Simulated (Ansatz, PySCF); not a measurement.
CH4O (SMILES CO) and C2H6 (SMILES CC) are pulled apart as rigid monomers along the line of their centres of mass, from the B3LYP-D3(BJ)/def2-TZVP minimum. Starting geometry (charge 0, multiplicity 1):
```tsv
atom	x (Å)	y (Å)	z (Å)
C	-0.6336	0.2408	0.0527
O	0.6830	-0.1554	0.4083
H	-1.2481	-0.6085	-0.2651
H	-0.5412	0.9309	-0.7846
H	-1.1428	0.7587	0.8730
H	0.6286	-0.7709	1.1462
C	-0.1220	-0.7592	3.7011
C	0.1489	0.7392	3.8048
H	-0.4977	-1.1658	4.6419
H	0.7881	-1.3119	3.4538
H	-0.8723	-0.9784	2.9371
H	-0.7623	1.2888	4.0482
H	0.5402	1.1355	2.8667
H	0.8812	0.9528	4.5854
```

Interaction energies with rigid monomers; basis-set methods are counterpoise corrected unless marked otherwise.

Frozen-core correlation. Rows in 6-31G* carry no dispersion term and start afresh at each structure (6-31G* with six Cartesian d functions).

Codes used: Ansatz (a quantum-chemistry and plane-wave program); PySCF for 6-31G* rows, the dispersion terms. 

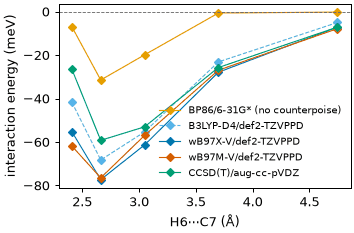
Figure: Interaction energy against separation

**Question.** Which level binds most strongly at H6···C7 = 2.66, and by how much?

**Answer.** wB97X-V/def2-TZVPPD, -77 meV.
